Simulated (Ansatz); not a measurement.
## Electronic structure of F3HSi···NH3 in real space

Input

```
crystal:
  periodic: [false, false, false]
  atoms:
    - { symbol: Si, position_ang: [-0.822659, -0.876959, -0.316953] }
    - { symbol: H, position_ang: [0.533157, -1.344957, -0.219649] }
    - { symbol: F, position_ang: [-1.79248, -2.081804, -0.737455] }
    - { symbol: F, position_ang: [-1.357393, -0.29783, 1.079487] }
    - { symbol: F, position_ang: [-0.968054, 0.262403, -1.4375] }
    - { symbol: H, position_ang: [1.49601, 0.225621, 0.352871] }
    - { symbol: "N", position_ang: [1.343314, 1.224089, 0.478544] }
    - { symbol: H, position_ang: [0.620306, 1.313797, 1.190111] }
    - { symbol: H, position_ang: [0.9479, 1.575641, -0.389455] }
magnetization:
  spin_polarized: true
basis:
  gaussian: { orbitals: def2-SVP }
hamiltonian:
  xc: b3lyp
  dispersion: d4
relax:
  f_tol: 0.03
  max_steps: 50
output:
  orbitals: {}
```

Run with:

```sh
ansatz run input.yaml --threads 2 --pin off --max-ram 3072MiB --backend cpu --events-out ev --progress --plain --runs-dir out
```

The fields are those of the run's last geometry, not of the input's.

All numbers below come from UKS B3LYP-D4/def2-SVP (Ansatz).

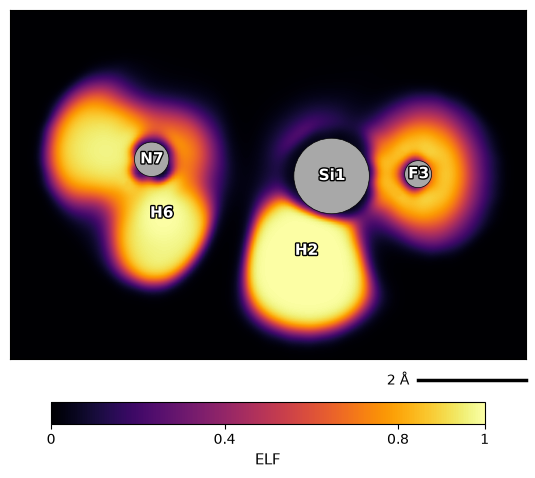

Figure 1. ELF on the plane of atoms H2, Si1 and F3. Grey discs cover the atomic cores.

Question: Interpret the plot.

Answer: Atoms in the plane: Si, H, F and N. Si1···N7 (3.35 Å): the ELF dips to about 0 between them; a non-bonded, intermolecular contact. Si–F (1.60 Å): the ELF peaks at about 0.85 in the valence shell of F, 0.6 Å from its nucleus, and is about 0.45 at the midpoint. N–H (1.02 Å): the ELF climbs to about 1 towards the hydrogen, as it does in any bond to H; a covalent bond by its length. Si–H (1.46 Å): the ELF climbs to about 1 towards the hydrogen. The ELF also peaks beside F3 and N7, away from the bonds: lone-pair regions.

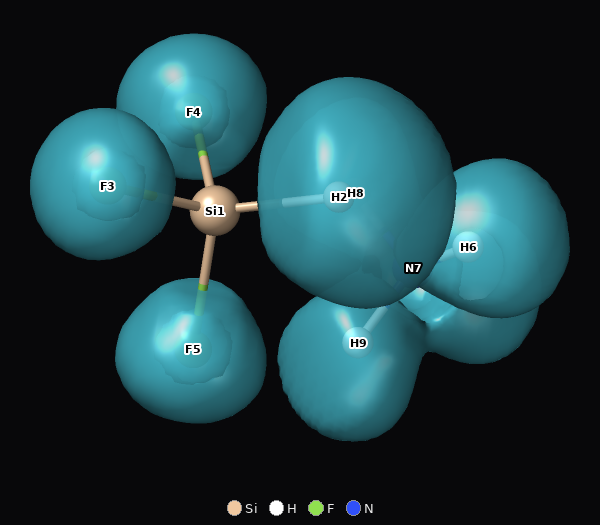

Figure 2. Isosurface of the ELF at 0.75 (cyan), seen at an oblique angle. Only the valence region is drawn (cores and ρ < 0.01 e/Å³ removed).

Question: Describe the localisation domains.

Answer: The ELF exceeds this value in one region around a hydrogen nucleus, three regions wrapped around F (its lone pairs, merged into a ring or cap) and one joined region spread over several atoms (H, N), in which their bonds and any lone pairs are merged.

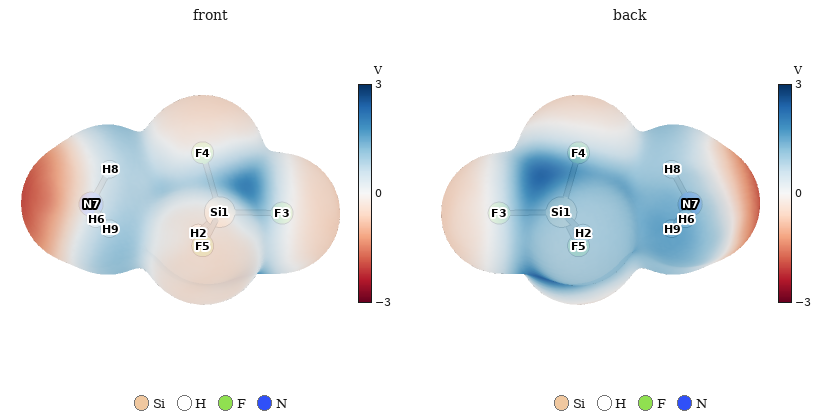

Figure 3. The molecular electrostatic potential painted on the density surface at 0.002 e/bohr³, seen from the front and from behind; the colour scale runs from red (negative) to blue (positive).

Question: Which sites attract a positive test charge, and which a negative one?

Answer: A positive charge is drawn to the negative regions and a negative charge to the positive ones. The most negative region (about −1.9 V) lies over N7, the most positive (about +2.3 V) over Si1. N7 is the likeliest acceptor of a hydrogen bond.
